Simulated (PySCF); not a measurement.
**RuOCl2: relaxation and vibrations of the singlet**

Aim: relax RuOCl2 as a singlet from a trigonal pyramidal start, check by its vibrations whether the end is a minimum, and collect its spectrum and constants.

Computed with PySCF 2.14.0. Level: PBE0, basis Ru def2-TZVP with ECP28, O def2-TZVP, Cl def2-TZVP, scalar-relativistic core potentials, no spin–orbit coupling, density fitting.

## 1. The system as given

4 atoms, charge 0, spin multiplicity 1.

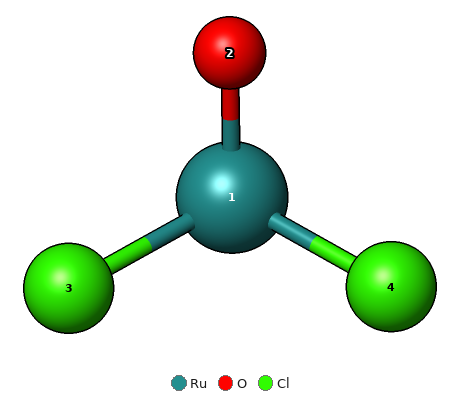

As it starts; ruthenium teal, oxygen red, chlorine green; atoms are numbered from 1 in the order of the file.

Coordinates in bohr (charge 0 multiplicity 1):
```
Ru    0.0000   -0.9800    0.0000
O     3.2314   -0.9530    0.0000
Cl   -0.7390    1.6459   -3.2368
Cl   -0.7390    1.6459    3.2367
```

## 2. The SCF at the typed geometry

The steps below are one call of a driver around PySCF. For each, scf.py gives the equivalent set-up of the SCF; relaxations use the driver's own optimiser. After this first run the driver tries any further starts and a stability analysis.

Contents of scf.py:

```python
from pyscf import gto, scf, dft
mol = gto.M(atom='''
Ru    -0.000000    -0.518590     0.000010
O      1.709960    -0.504300    -0.000020
Cl    -0.391070     0.870960    -1.712820
Cl    -0.391080     0.870950     1.712810''',
    basis={'Ru': 'def2-TZVP', 'O': 'def2-TZVP', 'Cl': 'def2-TZVP'},
    ecp={'Ru': 'def2-TZVP'},
    charge=0, spin=0)
mf = dft.RKS(mol, xc='PBE0')
mf.grids.atom_grid = (50, 194)
aux = {'Ru': 'def2-universal-JKFIT', 'O': 'def2-universal-JKFIT', 'Cl': 'def2-universal-JKFIT'}
mf = mf.density_fit(auxbasis=aux)
mf.conv_tol = 1e-08
mf.diis_space = 10
mf.max_cycle = 60
mf.init_guess = 'minao'
mf.verbose = 4
mf.kernel()
```

Launch:

```
> OMP_NUM_THREADS=4 python axn.py task.json out
```

The log of the run (excerpt; [...] marks lines left out):

```text
[... the frontier levels of the middle cycles are left out ...]
init E= -1082.35691927724
  HOMO = -0.564002072890067  LUMO = -0.562622586451003  gap/eV = 0.03754
cycle= 1 E= -1089.49184372704  delta_E= -7.13  |g|= 1.71  |ddm|=  4.4
  HOMO = 0.0505309665547268  LUMO = 0.0544532699092635  gap/eV = 0.10673
cycle= 2 E= -1083.24790421615  delta_E= 6.24  |g|= 4.59  |ddm|= 7.33
  HOMO = -0.255977098627789  LUMO = -0.244147581577002  gap/eV = 0.32190
cycle= 3 E= -1090.13542302199  delta_E= -6.89  |g|= 0.301  |ddm|= 7.09
cycle= 4 E= -1090.0739182373  delta_E= 0.0615  |g|= 0.673  |ddm|= 0.582
cycle= 5 E= -1090.1500327189  delta_E= -0.0761  |g|= 0.221  |ddm|= 0.379
cycle= 6 E= -1090.158302178  delta_E= -0.00827  |g|= 0.0704  |ddm|= 0.14
cycle= 7 E= -1090.15944530742  delta_E= -0.00114  |g|= 0.013  |ddm|= 0.0472
cycle= 8 E= -1090.15948555568  delta_E= -4.02e-05  |g|= 0.00443  |ddm|= 0.0139
cycle= 9 E= -1090.15948992631  delta_E= -4.37e-06  |g|= 0.00107  |ddm|= 0.00436
cycle= 10 E= -1090.15949032379  delta_E= -3.97e-07  |g|= 0.000311  |ddm|= 0.00128
cycle= 11 E= -1090.15949038488  delta_E= -6.11e-08  |g|= 0.000157  |ddm|= 0.000729
cycle= 12 E= -1090.15949039282  delta_E= -7.93e-09  |g|= 3.03e-05  |ddm|= 0.000211
  HOMO = -0.25917513686198  LUMO = -0.196917164527897  gap/eV = 1.69413
Extra cycle  E= -1090.15949039162  delta_E= 1.2e-09  |g|= 9.29e-05  |ddm|= 7.89e-05
converged SCF energy = -1090.15949039162
```

This step, with its further starts and checks, took 13 s on 4 threads of Arm Neoverse V1, shared host.

Energies from each starting density:

```tsv
start	energy (Eh)
the minimal-basis guess	-1090.159490
a thermally smeared density	-1090.175777
a smeared PBE density	-1090.175777
```

The first run landed in a state that is too high. Following the other starts and the instabilities gains 42.8 kJ/mol (-1090.17578 Eh), and the work goes on from there.

## 3. Relaxation: trigonal pyramidal start, singlet

The program finds Cs symmetry in the start, which this walk keeps.

Changes to scf.py since step 2:

```diff
@@ -3,4 +3,4 @@
-Ru    -0.000000    -0.518590     0.000010
-O      1.709960    -0.504300    -0.000020
-Cl    -0.391070     0.870960    -1.712820
-Cl    -0.391080     0.870950     1.712810''',
+Ru     0.000001    -0.518589    -0.000001
+O      1.709961    -0.504299    -0.000003
+Cl    -0.391076     0.870958    -1.712813
+Cl    -0.391071     0.870954     1.712817''',
@@ -17 +16,0 @@
-mf.init_guess = 'minao'
```

Steps of the walk:

```tsv
step	energy (Eh)	change (kJ/mol)	largest symmetric gradient (Eh/bohr)
0	-1090.175777	0.00	0.08664
1	-1090.203956	-73.98	0.03497
2	-1090.226658	-133.59	0.04998
3	-1090.235964	-158.02	0.02059
4	-1090.238417	-164.46	0.01313
5	-1090.238954	-165.87	0.00493
6	-1090.239132	-166.34	0.00207
7	-1090.239135	-166.34	0.00045
8	-1090.239135	-166.34	0.00005
```

The walk took 26 s.

Geometry (Å) and forces (eV/Å) at some steps:

```
step 0
Ru   0.000  -0.519   0.000   4.455   2.731   0.000
O    1.710  -0.504   0.000  -3.378  -1.244   0.000
Cl  -0.391   0.871  -1.713  -0.538  -0.744   0.376
Cl  -0.391   0.871   1.713  -0.538  -0.744  -0.376
step 1
Ru   0.103  -0.393   0.000   1.780   1.798   0.000
O    1.712  -0.597   0.000  -0.663  -1.047   0.000
Cl  -0.444   0.855  -1.734  -0.559  -0.376  -0.055
Cl  -0.444   0.855   1.734  -0.559  -0.376   0.055
step 4
Ru   0.395  -0.027   0.000  -0.395   0.675   0.000
O    1.736  -0.868   0.000   0.260  -0.340   0.000
Cl  -0.601   0.807  -1.778   0.068  -0.168   0.226
Cl  -0.601   0.807   1.778   0.068  -0.168  -0.226
step 8
Ru   0.430   0.032   0.000  -0.003   0.002   0.000
O    1.721  -0.895   0.000  -0.001  -0.005   0.000
Cl  -0.611   0.791  -1.765   0.002   0.002  -0.001
Cl  -0.611   0.791   1.765   0.002   0.002   0.001
```

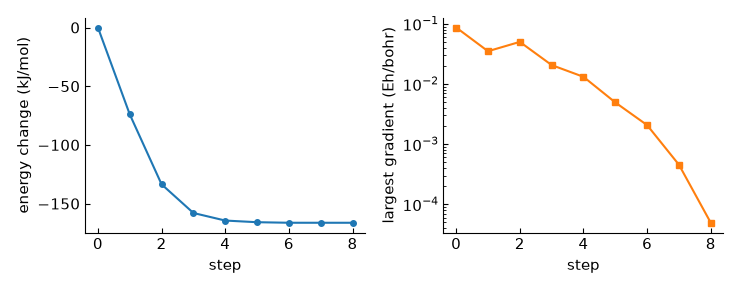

Energy and largest gradient along the walk.

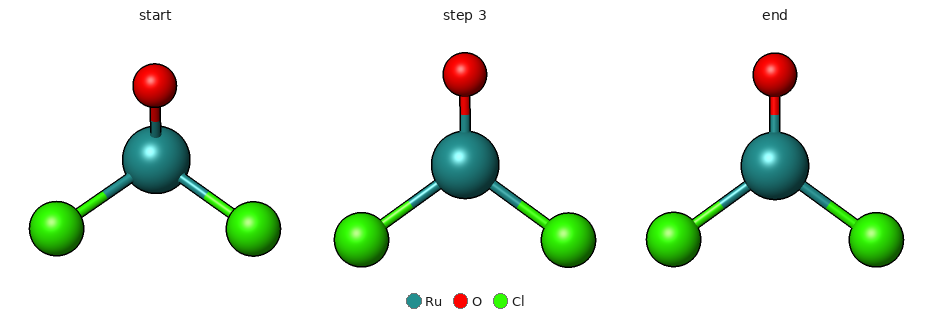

The geometry along the walk, at one scale.

After 8 steps and 166.3 kJ/mol it ends at C2v: Ru–Cl 2.185 Å (×2), Ru–O 1.590 Å; Cl–Ru–Cl 107.7°, Cl–Ru–O 126.1° (×2).

## 4. Hessian and properties

The point is checked on the finer grid, and tightened if its gradient asks for it. The Hessian and the dipole derivatives come from central differences of analytic gradients, with steps of 0.02 bohr.

Changes to scf.py since step 3:

```diff
@@ -3,4 +3,4 @@
-Ru     0.000001    -0.518589    -0.000001
-O      1.709961    -0.504299    -0.000003
-Cl    -0.391076     0.870958    -1.712813
-Cl    -0.391071     0.870954     1.712817''',
+Ru     0.277532    -0.200678    -0.000001
+O      1.566135    -1.132440    -0.000004
+Cl    -0.763554     0.552111    -1.767187
+Cl    -0.763549     0.552106     1.767191''',
@@ -11 +11 @@
-mf.grids.atom_grid = (50, 194)
+mf.grids.atom_grid = (75, 302)
@@ -14 +14 @@
-mf.conv_tol = 1e-08
+mf.conv_tol = 1e-10
```

The driver hands on the density of the step before, so the log starts near convergence.

Log of the central SCF (cycles and frontier levels):

```text
init E= -1090.23917157187
  HOMO = -0.284333252003301  LUMO = -0.168707759972361  gap/eV = 3.14633
cycle= 1 E= -1090.23917157179  delta_E= 8.16e-11  |g|= 1.95e-05  |ddm|= 1.94e-05
  HOMO = -0.284335764068194  LUMO = -0.168713762142722  gap/eV = 3.14623
cycle= 2 E= -1090.23917157124  delta_E= 5.49e-10  |g|= 5.14e-05  |ddm|= 5.01e-05
  HOMO = -0.284334340653583  LUMO = -0.168709719521488  gap/eV = 3.14631
cycle= 3 E= -1090.23917157188  delta_E= -6.38e-10  |g|= 6.96e-06  |ddm|= 3.6e-05
  HOMO = -0.28433406133518  LUMO = -0.168709515423306  gap/eV = 3.14630
cycle= 4 E= -1090.23917157189  delta_E= -7.28e-12  |g|= 2.67e-07  |ddm|= 2.9e-06
  HOMO = -0.284334048258632  LUMO = -0.168709480604396  gap/eV = 3.14630
Extra cycle  E= -1090.23917157189  delta_E= -9.09e-13  |g|= 4.49e-07  |ddm|= 3.7e-07
converged SCF energy = -1090.23917157189
```

The whole step took 56 s.

Geometry: C2v; Ru–Cl 2.185 Å (×2), Ru–O 1.590 Å; Cl–Ru–Cl 108.0°, Cl–Ru–O 126.0° (×2).

Modes, for the most abundant isotopes:

```
symmetry  ω (cm⁻¹)  IR (km/mol)  μ (u)     type
      a1       119          0.4  37.93     bend
      b1       159          2.2  26.62     bend
      b2       200         10.2  19.21     bend
      a1       413         25.8  38.10  stretch
      b2       429          102  44.50  stretch
      a1      1134          221  17.98  stretch
```

μ is the mass of the mode for normalised Cartesian displacements, not the reduced mass of the usual diatomic formula.

No imaginary mode, so this is a minimum.

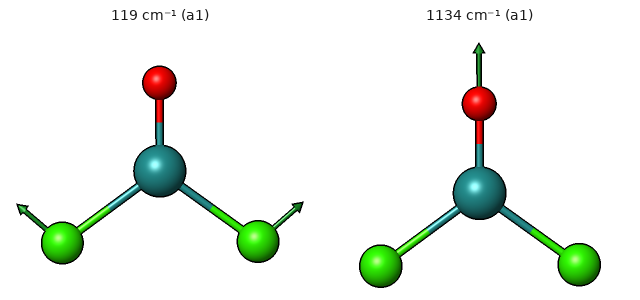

Displacements of 2 of the modes, as arrows (one member where a mode is degenerate).

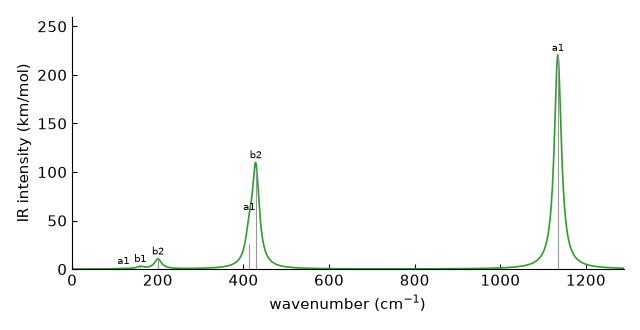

The harmonic infrared spectrum (widths in cm⁻¹). Lines are broadened to a width of 20 cm⁻¹ (Lorentzian).

Properties at this point:

```
Dipole moment                                                   : 0.87 D
Highest occupied level                                          : -7.74 eV
Lowest empty level                                              : -4.59 eV
Rotational constants                                            : 0.126, 0.07718, 0.04786 cm⁻¹
Zero-point energy                                               : 14.7 kJ/mol
Principal polarisabilities                                      : 40.8, 68.9, 81.5 bohr³
Atomisation energy without zero-point energy                    : 1133 kJ/mol
Principal traceless quadrupole moments about the centre of mass : -0.93, 0.15, 0.78 D Å
Entropy at 298.15 K and 1 bar                                   : 324.4 J/(mol K)
Heat capacity Cp at 298.15 K                                    : 69.9 J/(mol K)
Enthalpy at 298.15 K above 0 K                                  : 16.45 kJ/mol
Rotational symmetry number                                      : 2
```

Charges (e) and bond orders:

| atom | Mulliken | Löwdin | polar tensor | Mayer order to Ru1 |
| --- | --- | --- | --- | --- |
| Ru1 | 1.09 | -0.02 | 1.67 | – |
| O2 | -0.43 | -0.13 | -0.72 | 1.99 |
| Cl3,4 | -0.33 | 0.07 | -0.48 | 1.01 |

Mulliken populations on Ru1 (outside its core potential): s 2.42, p 6.18, d 6.29, f 0.03.

## 5. A spin-polarised start

A stability analysis found the closed shell of the lowest minimum unstable towards spin polarisation, so the unrestricted solution is followed.

The program finds C2v symmetry in the start, which may break.

Changes to scf.py since step 4:

```diff
@@ -3,4 +3,4 @@
-Ru     0.277532    -0.200678    -0.000001
-O      1.566135    -1.132440    -0.000004
-Cl    -0.763554     0.552111    -1.767187
-Cl    -0.763549     0.552106     1.767191''',
+Ru     0.277900    -0.200944    -0.000001
+O      1.566503    -1.132706    -0.000004
+Cl    -0.763186     0.551845    -1.767187
+Cl    -0.763181     0.551840     1.767191''',
@@ -10,2 +10,2 @@
-mf = dft.RKS(mol, xc='PBE0')
-mf.grids.atom_grid = (75, 302)
+mf = dft.UKS(mol, xc='PBE0')
+mf.grids.atom_grid = (50, 194)
@@ -14 +14 @@
-mf.conv_tol = 1e-10
+mf.conv_tol = 1e-08
```

Steps of the walk:

```tsv
step	energy (Eh)	change (kJ/mol)	largest gradient (Eh/bohr)
0	-1090.240203	0.00	0.00976
1	-1090.240244	-0.11	0.00442
2	-1090.240279	-0.20	0.00721
3	-1090.240349	-0.38	0.00188
4	-1090.240361	-0.41	0.00051
5	-1090.240372	-0.44	0.00049
6	-1090.240373	-0.45	0.00019
```

The walk took 32 s.

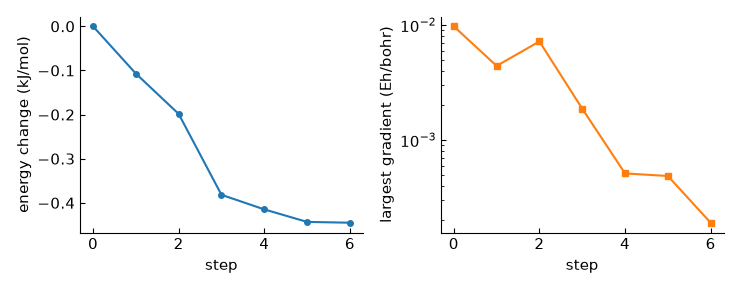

Energy and largest gradient along the walk.

It settles in C2v symmetry, 0.4 kJ/mol below the start, after 6 steps: Ru–Cl 2.185 Å (×2), Ru–O 1.600 Å; Cl–Ru–Cl 109.9°, Cl–Ru–O 125.0° (×2).

## 6. Is it a minimum? Harmonic modes

The same treatment as at the point before.

Changes to scf.py since step 5:

```diff
@@ -3,4 +3,4 @@
-Ru     0.277900    -0.200944    -0.000001
-O      1.566503    -1.132706    -0.000004
-Cl    -0.763186     0.551845    -1.767187
-Cl    -0.763181     0.551840     1.767191''',
+Ru     0.266353    -0.192508    -0.000001
+O      1.563129    -1.129761    -0.000004
+Cl    -0.746777     0.539738    -1.791499
+Cl    -0.746772     0.539734     1.791503''',
@@ -11 +11 @@
-mf.grids.atom_grid = (50, 194)
+mf.grids.atom_grid = (75, 302)
@@ -14 +14 @@
-mf.conv_tol = 1e-08
+mf.conv_tol = 1e-10
```

Log of the central SCF (cycles and frontier levels):

```text
init E= -1090.24042495475
[... the frontier-level lines of each cycle are left out ...]
cycle= 1 E= -1090.24042495102  delta_E= 3.74e-09  |g|= 0.000103  |ddm|= 7.06e-05
cycle= 2 E= -1090.24042489732  delta_E= 5.37e-08  |g|= 0.000394  |ddm|= 0.000232
cycle= 3 E= -1090.24042495467  delta_E= -5.74e-08  |g|= 3.47e-05  |ddm|= 0.000177
cycle= 4 E= -1090.24042495521  delta_E= -5.31e-10  |g|= 2.25e-06  |ddm|= 2.27e-05
cycle= 5 E= -1090.24042495529  delta_E= -8.59e-11  |g|= 1.94e-06  |ddm|= 2.74e-05
Extra cycle  E= -1090.24042495532  delta_E= -2.36e-11  |g|= 2.86e-06  |ddm|= 9.32e-06
converged SCF energy = -1090.24042495532  <S^2> = 0.38294623  2S+1 = 1.5911584
```

The whole step took 2.4 min on 4 threads of Arm Neoverse V1, shared host.

Geometry: C2v; Ru–Cl 2.185 Å (×2), Ru–O 1.600 Å; Cl–Ru–Cl 110.2°, Cl–Ru–O 124.9° (×2).

Modes, for the most abundant isotopes:

```json
{"ω (cm⁻¹)": "111", "IR (km/mol)": "1.0"}
{"ω (cm⁻¹)": "140", "IR (km/mol)": "3.1"}
{"ω (cm⁻¹)": "203", "IR (km/mol)": "7.8"}
{"ω (cm⁻¹)": "410", "IR (km/mol)": "25.6"}
{"ω (cm⁻¹)": "432", "IR (km/mol)": "104"}
{"ω (cm⁻¹)": "1069", "IR (km/mol)": "276"}
```

Every mode is real; the point is a minimum.

The SCF density has lower symmetry than the nuclear frame, so the modes carry no labels.

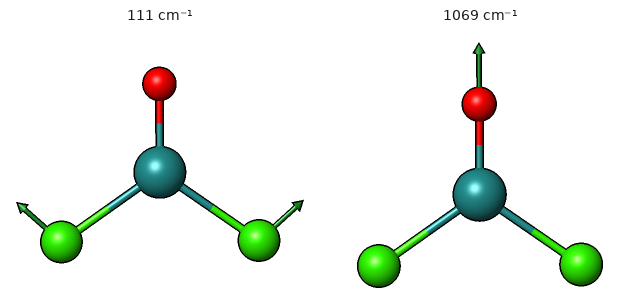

How the atoms move in 2 of the modes.

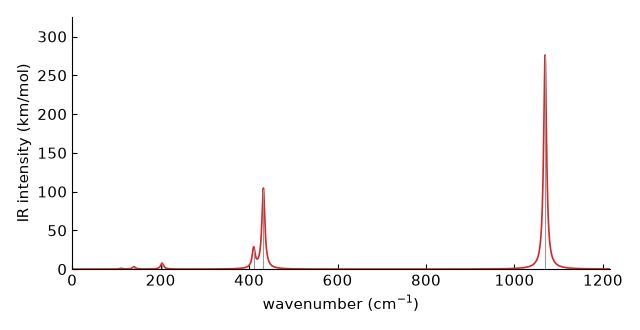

The harmonic infrared spectrum (widths in cm⁻¹). Lines are broadened to a width of 8 cm⁻¹ (Lorentzian).

Properties at this point:

```yaml
Dipole_moment: 0.60 D
Highest_occupied_level: -7.91 eV
Lowest_empty_level: -4.47 eV
Rotational_constants: 0.1298, 0.0751, 0.04757 cm⁻¹
Zero-point_energy: 14.1 kJ/mol
Principal_polarisabilities: 40.8, 69.7, 82.6 bohr³
Atomisation_energy_without_zero-point_energy: 1136 kJ/mol
Principal_traceless_quadrupole_moments_about_the_centre_of_mass: -0.62, -0.44, 1.06 D Å
Entropy_at_298.15_K_and_1_bar: 325.9 J/(mol K)
Heat_capacity_Cp_at_298.15_K: 70.3 J/(mol K)
Enthalpy_at_298.15_K_above_0_K: 16.58 kJ/mol
Rotational_symmetry_number: 2
Spin_squared_⟨S²⟩: 0.383
```

Populations by atom (charges in e):

| atom | Mulliken | Löwdin | polar tensor | spin (Mulliken) | Mayer order to Ru1 |
| --- | --- | --- | --- | --- | --- |
| Ru1 | 1.10 | 0.00 | 1.76 | 0.00 | – |
| O2 | -0.45 | -0.15 | -0.79 | 0.00 | 1.97 |
| Cl3 | -0.33 | 0.07 | -0.48 | -0.08 | 1.01 |
| Cl4 | -0.33 | 0.07 | -0.48 | 0.08 | 1.01 |

Mulliken populations on Ru1 (outside its core potential): s 2.42, p 6.19, d 6.26, f 0.03.

## 7. The points found, side by side

| spin | group | bonds | imaginary modes (cm⁻¹) | ΔE (kJ/mol) | with zero-point energy |
| --- | --- | --- | --- | --- | --- |
| broken-symmetry (Ms = 0) | C2v (density of lower symmetry) | Ru–Cl 2.185 Å (×2), Ru–O 1.600 Å | none | 0.0 | 0.0 |
| singlet | C2v | Ru–Cl 2.185 Å (×2), Ru–O 1.590 Å | none | 3.3 | 3.8 |

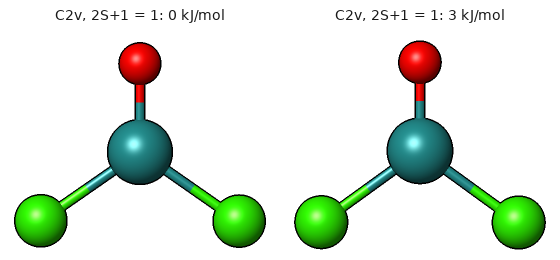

The points, lowest first (ruthenium teal, oxygen red, chlorine green).

## 8. What came out

```
                                          quantity                                                                   value
                                           minimum                                           broken-symmetry (Ms = 0), C2v
                                          geometry  Ru–Cl 2.185 Å (×2), Ru–O 1.600 Å; Cl–Ru–Cl 110.2°, Cl–Ru–O 124.9° (×2)
                                wavenumbers (cm⁻¹)                                           111, 140, 203, 410, 432, 1069
                                     dipole moment                                                                  0.60 D
highest occupied, lowest empty level (either spin)                                                         -7.91, -4.47 eV
                        polar-tensor charge of Ru1                                                                 +1.76 e
                                 zero-point energy                                                             14.1 kJ/mol
                               entropy at 298.15 K                                                         325.9 J/(mol K)
         atomisation energy (no zero-point energy)                                                             1136 kJ/mol
                                              ⟨S²⟩                                                                   0.383
```

In words: The trigonal pyramidal start (Cs) ends in a minimum of C2v symmetry. The determinant is spin-contaminated (⟨S²⟩ = 0.38 against 0.00), so it is no pure spin state. The strongest infrared band lies at 1069 cm⁻¹ (stretch). The first SCF alone would have been 43 kJ/mol too high. Only this shape and spin were tried, so other structures or states may lie lower. The SCF density has lower symmetry than the nuclear frame.

The search up to here took 4.7 min.
